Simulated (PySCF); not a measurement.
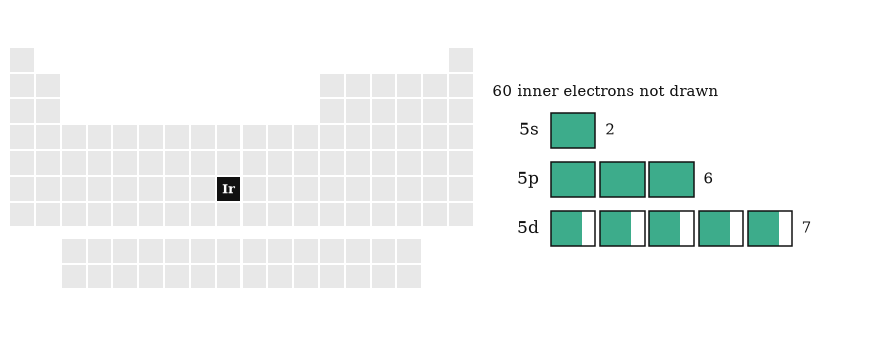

Fig. 1: Left, the place of iridium in the periodic table; right, the outer shells of the nominal configuration: a box for each of the 2l + 1 orbitals, shaded by the share of the shell that is filled, with the electron count at the right.

## Atomic calculation for Ir²⁺

Ir²⁺, configuration 1s2 2s2 2p6 3s2 3p6 3d10 4s2 4p6 4d10 4f14 5s2 5p6 5d7, multiplicity 4. Computed at this level: unrestricted r2SCAN, def2-TZVP with ECP60, scalar-relativistic core potential (PySCF).

Input file:
```python
from pyscf import gto, scf, dft, mp, cc
import basis_set_exchange as bse
txt = bse.get_basis("def2-TZVP", elements=["Ir"], fmt="nwchem", header=False)
cut = txt.index("\nECP")
mol = gto.M(atom="Ir 0 0 0", charge=2, spin=3, symmetry="D2h",
            basis=gto.basis.parse(txt[:cut]),
            ecp={"Ir": gto.basis.parse_ecp(txt[cut:])})
mf = dft.UKS(mol, xc="R2SCAN")
mf.irrep_nelec = {'Ag': (3, 2), 'B1g': (1, 1), 'B2g': (1, 0), 'B3g': (1, 0), 'B1u': (1, 1), 'B2u': (1, 1), 'B3u': (1, 1)}
mf.kernel()
```

The script is an equivalent of what the driver set up; the driver started from orbitals of its own, so the log can be shorter than this script's would be, and it computed the properties (radii, ⟨L²⟩, response) afterwards. It also set what the script leaves out: ang = 26. It held the occupations shell by shell, which the script's counts by irreducible representation don't always enforce.

The run was one of a batch that the task file lists, launched with:
```bash
OMP_NUM_THREADS=1 python <driver script> TASK.json OUT
```

Log (extracts):
```
damping factor = 0
level_shift factor = 0
DIIS = <class 'pyscf.scf.diis.CDIIS'>
diis_start_cycle = 1
diis_space = 10
diis_damp = 0
SCF conv_tol = 1e-09
SCF conv_tol_grad = None
number electrons alpha = 9  beta = 6
XC functionals = R2SCAN
    J. W. Furness, A. D. Kaplan, J. Ning, J. P. Perdew, and J. Sun.,  J. Phys. Chem. Lett. 11, 8208-8215 (2020)
    J. W. Furness, A. D. Kaplan, J. Ning, J. P. Perdew, and J. Sun.,  J. Phys. Chem. Lett. 11, 9248-9248 (2020)
    J. W. Furness, A. D. Kaplan, J. Ning, J. P. Perdew, and J. Sun.,  J. Phys. Chem. Lett. 11, 8208-8215 (2020)
    J. W. Furness, A. D. Kaplan, J. Ning, J. P. Perdew, and J. Sun.,  J. Phys. Chem. Lett. 11, 9248-9248 (2020)
cycle= 1 E= -103.320337636579  delta_E= -0.00605  |g|= 0.00452  |ddm|= 0.222
cycle= 2 E= -103.320349550157  delta_E= -1.19e-05  |g|= 0.000792  |ddm|= 0.0107
cycle= 3 E= -103.320350846309  delta_E= -1.3e-06  |g|= 0.000386  |ddm|= 0.004
cycle= 4 E= -103.320351129077  delta_E= -2.83e-07  |g|= 0.000172  |ddm|= 0.00181
cycle= 5 E= -103.320351221345  delta_E= -9.23e-08  |g|= 3.57e-05  |ddm|= 0.00151
cycle= 6 E= -103.320351224955  delta_E= -3.61e-09  |g|= 1.55e-06  |ddm|= 0.000339
cycle= 7 E= -103.320351224959  delta_E= -3.95e-12  |g|= 1.89e-07  |ddm|= 8.77e-06
converged SCF energy = -103.320351224959  <S^2> = 3.7533982  2S+1 = 4.0016987
```

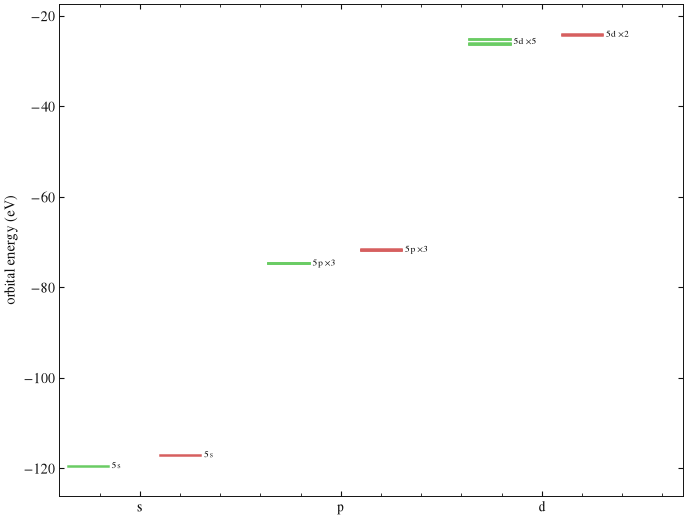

Fig. 2: Orbital energies of the mean field, from the top down to −119.4 eV, by angular momentum, α spin at the left of each column and β at the right; ×n counts the orbitals under one label. The highest filled orbital is 5d β at −24.0 eV, the lowest empty one d β at −21.6 eV.

What the run reported:

- outcome: converged
- total energy (valence electrons, under a core potential): −103.320351 hartree
- ⟨S²⟩: 3.753
- ⟨L²⟩: 12.01
- SCF iterations: 7
- hardware: 1 thread of Arm Neoverse N1, 23 GiB of memory available, shared host

What is odd here:

This input holds a deliberate oddity: angular grid far too coarse. The program ran to the end. Its numbers are those of this setting; this run alone doesn't show how far the oddity moves them.
